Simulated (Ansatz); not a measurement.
# Ag2H2Pd: relaxing a made-up structure, part 2 of 2

This structure for Ag2H2Pd is made up. Its elements were placed in a known structure type with a cell scaled to their sizes. What cell does the guess relax to, and how far off was it?

Ansatz 0.2.0; DFT, PBEsol, plane-wave PAW, files of the set soft_1, scalar-relativistic, no spin, cell and ions relaxed at zero pressure; PAW set soft_1 (the session's first sound run).

So far: The structure; Relaxation of the guess. The relaxed cell has a = 3.149, c = 11.043 Å (conventional setting).

## (3) Electronic structure of the relaxed cell

A second self-consistent run takes a narrower smearing and the mesh shown in its input; the bands follow along the standard path of the relaxed lattice.

This step: DFT, PBEsol, plane-wave PAW, files of the set soft_1, scalar-relativistic, no spin, bands and density of states at the relaxed cell; PAW set soft_1 (Ansatz 0.2.0).

Contents of input.yaml:

```yaml
crystal:
  lattice:
    - [-1.5743083042, 1.5743083042, 5.5215304619]
    - [1.5743083042, -1.5743083042, 5.5215304619]
    - [1.5743083042, 1.5743083042, -5.5215304619]
  atoms:
    - { symbol: Ag, position: [0.3406156156, 0.3406156156, 0.0] }
    - { symbol: Ag, position: [0.6593843844, 0.6593843844, 0.0] }
    - { symbol: Pd, position: [0.0, 0.0, 0.0] }
    - { symbol: H, position: [0.1548077865, 0.1548077865, 0.0] }
    - { symbol: H, position: [0.8451922135, 0.8451922135, 0.0] }
kpoints:
  mp_grid: { grid: [14, 14, 14] }
  band_path:
    path:
      - [[0.0, 0.0, 0.0], [-0.5, 0.5, 0.0], [-0.5, 0.5, -0.0406472], [-0.2703236, 0.2703236, -0.2703236], [0.0, 0.0, 0.0], [0.5, 0.5, -0.5], [0.2703236, 0.7296764, -0.7296764], [0.0, 0.5, -0.5], [-0.25, 0.75, -0.25], [0.0406472, 0.9593528, -0.5], [0.5, 0.5, -0.5]]
      - [[-0.5, 0.5, 0.0], [-0.25, 0.75, -0.25]]
    npoints: 7
scf:
  occupations: { method: fermi_dirac, width: 0.03 }
  n_extra_bands: 9
hamiltonian:
  xc: pbesol
  pseudopotentials: { kind: paw, azcp: { folder: soft_1 }, xc_functional: pbe }
output:
  forces: true
  stress: true
  write_bands: true
  dos: { projected: true }
  write_density: true
  write_potential: true
  elf: true
  volumetric_format: npy
```

Launch:

```
> ansatz run input.yaml --threads 4 --pin off --max-ram 8192MiB --backend cpu --events-out ev --progress --plain --runs-dir out
```

Numbers of over 12 decimals in the logs are rounded to 6 here.

The log of the run:

```text
[...]
Crystal: 5 atoms, lattice volume = 54.739 Å³
Basis set: ecut = 420 eV, 1079 PW (Γ), FFT grids on a1−a2, a2, a1+a3, exchange–correlation on 60×80×48 points (8 copies of the dense FFT grid, shifted against one another)
Bands: 38, of which v1, the nominal top of the filled ones, is band 29 counted from 1 (28 counted from 0)
Symmetry: 16 space group operations
[...]
k-points: 244 of 2744
[...]
SCF iter   1: F=—  HF=-21987.704419 eV  |F-HF|=—  |Δ(HF+E_count)|=         —  Δρ=2.11e-1  dr2=3.95e1  ethr=3.10e-3  ⟨swp⟩=4.9  Hψ=33364  notcnv=0
[...]
SCF iter   9: F=-21982.252140 eV  HF=-21982.252140 eV  |F-HF|=4.27e-8  |Δ(HF+E_count)|=   2.12e-7  Δρ=1.27e-5  dr2=9.58e-8  ethr=1.72e-10  ⟨swp⟩=11.6  Hψ=66121  notcnv=0
SCF 1 converged in 9 iterations: F = -21982.252140 eV  dr2 = 9.58e-8
[...]
NSCF: frozen V_eff on 79 k-points
SCF converged after 9 iterations
Free energy (F): -21982.252140 eV
[...]
Internal energy: -21982.249101 eV  (E = F + TS)
E sigma→0 (E₀):  -21982.250620 eV
Entropy (-TS):   -0.003039 eV (-0.608 meV/atom)
Fermi energy:    16.478825 eV
[...]
--- Forces (eV/Å), atoms counted from 1 ---
  atom   1  Ag     0.00000000     0.00000000     0.01226259
  atom   2  Ag     0.00000000    -0.00000000    -0.01226259
  atom   3  Pd    -0.00000000     0.00000000     0.00000000
  atom   4  H     -0.00000000    -0.00000000     0.00254853
  atom   5  H      0.00000000    -0.00000000    -0.00254853
  max |Σ_I F_I| component: 1.73e-18 eV/Å
--- Stress (GPa, compression-positive) ---
        0.154333       0.000000       0.000000
        0.000000       0.154333      -0.000000
        0.000000       0.000000      -0.222138
  P = ⅓ Tr σ = 0.0288 GPa (0.288 kbar)
--- Band table (eV; the first three rows and the last of 244) ---
  k-point 0: bands = [... 25 lower, 14.3031, 14.3031, 14.4495, 15.1494, 15.2655, 22.2489, 24.8399, 25.8818, ... 5 higher]
  k-point 1: bands = [... 25 lower, 14.0014, 14.3003, 14.8092, 15.0833, 15.6134, 21.8472, 23.8418, 25.2718, ... 5 higher]
  k-point 2: bands = [... 25 lower, 13.9903, 14.2858, 14.8566, 15.2088, 16.4691, 21.1633, 22.6158, 24.0370, ... 5 higher]
  k-point 243: bands = [... 25 lower, 13.5591, 14.6781, 14.6781, 15.1845, 19.6355, 22.3704, 23.4717, 23.6176, ... 5 higher]
```

It took 8.8 s on 4 threads of Intel Xeon Platinum 8488C (Sapphire Rapids), shared host; peak memory 0.76 GiB.

Numbers from this step:

| Property | Result |
| --- | --- |
| free energy | -21982.2521 eV |
| energy at zero smearing | -21982.2506 eV |
| smearing term TS | 0.003039 eV |
| pressure | 0.02884 GPa |

From bands.tsv, the bands that come nearest the Fermi level along the path, at its corners, in eV from the Fermi level:

| point | band 26 | band 27 | band 28 | band 29 | band 30 | band 31 | band 32 | band 33 |
| --- | --- | --- | --- | --- | --- | --- | --- | --- |
| Γ | -2.18 | -2.18 | -2.03 | -1.33 | -1.21 | 5.77 | 8.36 | 9.40 |
| X | -1.91 | -0.86 | 0.00 | 0.48 | 2.06 | 3.07 | 3.32 | 5.17 |
| Y | -1.90 | -0.98 | 0.23 | 0.27 | 1.79 | 2.94 | 3.49 | 5.61 |
| S | -2.83 | -1.66 | -1.65 | -1.31 | -0.56 | 3.46 | 5.03 | 7.95 |
| Γ | -2.18 | -2.18 | -2.03 | -1.33 | -1.21 | 5.77 | 8.36 | 9.40 |
| Z | -2.92 | -1.80 | -1.80 | -1.29 | 3.16 | 5.89 | 6.99 | 7.14 |
| S1 | -2.83 | -1.66 | -1.65 | -1.31 | -0.56 | 3.46 | 5.03 | 7.95 |
| N | -2.86 | -1.72 | -1.54 | -1.19 | -0.61 | 3.15 | 5.31 | 6.83 |
| P | -2.69 | -0.86 | 0.47 | 1.16 | 1.16 | 2.05 | 5.06 | 5.43 |
| Y1 | -1.90 | -0.98 | 0.23 | 0.27 | 1.79 | 2.94 | 3.49 | 5.61 |
| Z | -2.92 | -1.80 | -1.80 | -1.29 | 3.16 | 5.89 | 6.99 | 7.14 |
| X | -1.91 | -0.86 | 0.00 | 0.48 | 2.06 | 3.07 | 3.32 | 5.17 |
| P | -2.69 | -0.86 | 0.47 | 1.16 | 1.16 | 2.05 | 5.06 | 5.43 |

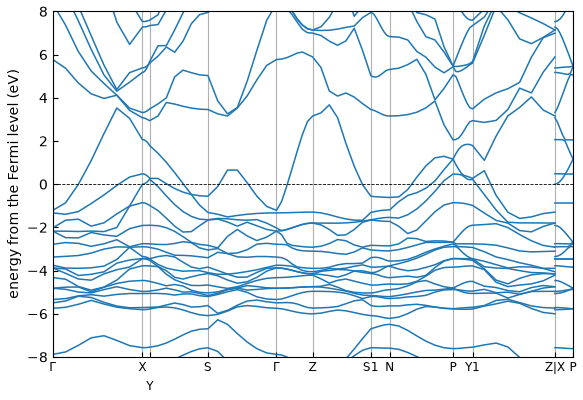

Bands along the path. 12 bands lie wholly below the window drawn.

Counts of states for the cell as run, both spins, by energy window (eV from the Fermi level):

```
from  to  total
  -8  -7   1.74
  -7  -6   0.62
  -6  -5   6.26
  -5  -4   8.24
  -4  -3   5.88
  -3  -2   4.69
  -2  -1   3.63
  -1   0   1.12
   0   1   0.77
   1   2   0.73
   2   3   0.47
   3   4   1.71
   4   5   1.32
   5   6   1.24
```

A further 25.8 states lie below the table's range.

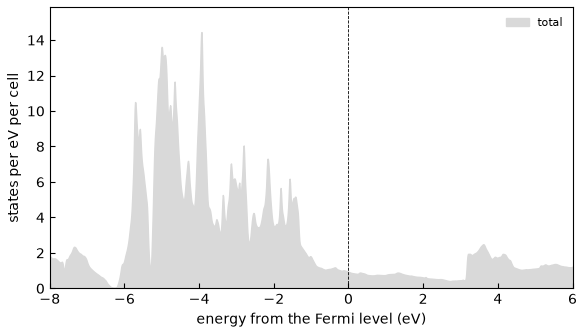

Total density of states, smoothed over about 0.04 eV.

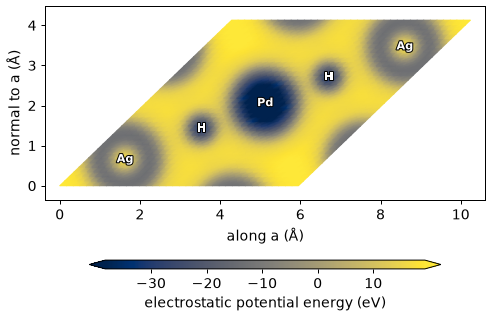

Electrostatic potential energy in the ab plane of the cell as run, not the conventional one, at fractional z = 0.000, with atoms of Ag and Pd and H within 0.2 Å of it. With pseudopotentials it is smooth inside the atoms' cores, unlike the true potential. The map starts off the cell's origin, so that atoms lie inside it.

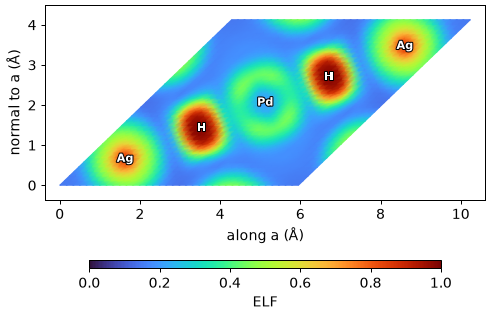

ELF in the ab plane of the cell as run, not the conventional one, at fractional z = 0.000, with atoms of Ag and Pd and H within 0.2 Å of it. It is the smooth field of the valence electrons, not physical close to the nuclei. The map starts off the cell's origin, so that atoms lie inside it.

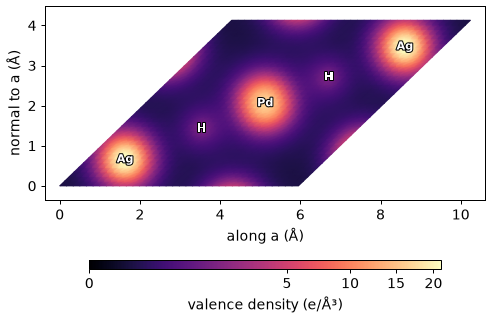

Valence density in the ab plane of the cell as run, not the conventional one, at fractional z = 0.000, with atoms of Ag and Pd and H within 0.2 Å of it. It is the smooth field of the valence electrons, not physical close to the nuclei. The map starts off the cell's origin, so that atoms lie inside it. The colour scale is stretched toward low values.

## (4) What came out

```yaml
space_group_relaxed: I4/mmm
conventional_cell: a = 3.149, b = 3.149, c = 11.043 Å; α = 90.0°, β = 90.0°, γ = 90.0°
volume_per_atom: 10.95 Å³ (guess 9.52)
```

What this shows: Ag2H2Pd relaxes to I4/mmm with a = 3.149, b = 3.149 and c = 11.043 Å. The guessed volume was 13 % too small. The space group I4/mmm was held in the relaxation, so the end point is a stationary structure within it and may be a saddle against distortions or other arrangements. Bands cross the Fermi level, so it is a metal or semimetal at this level. On the 14×14×14 mesh with the narrower smearing (relaxed on 12×12×12) the largest force component is 0.012 eV/Å and the largest stress component is 0.222 GPa, against the relaxation's thresholds of 0.015 eV/Å and 0.05 GPa. The cutoff wasn't tested. A vector of the cell changed its length by 11 %, more than the volume shows. No dispersion term is used, so weakly bound directions may come out too long. The runs have no spin, and magnetism wasn't tested. Nothing here tests whether the compound is stable against decomposition.

[Logs are printed without paths, hosts, clocks, repeated set-up lines and the standing remarks that a program may print on its own settings, such as how far it seeks lower states.]

[Hosts, paths, dates, database ids (printed as entryN), source tags and the programs' standing remarks are cut or masked in the printed files.]
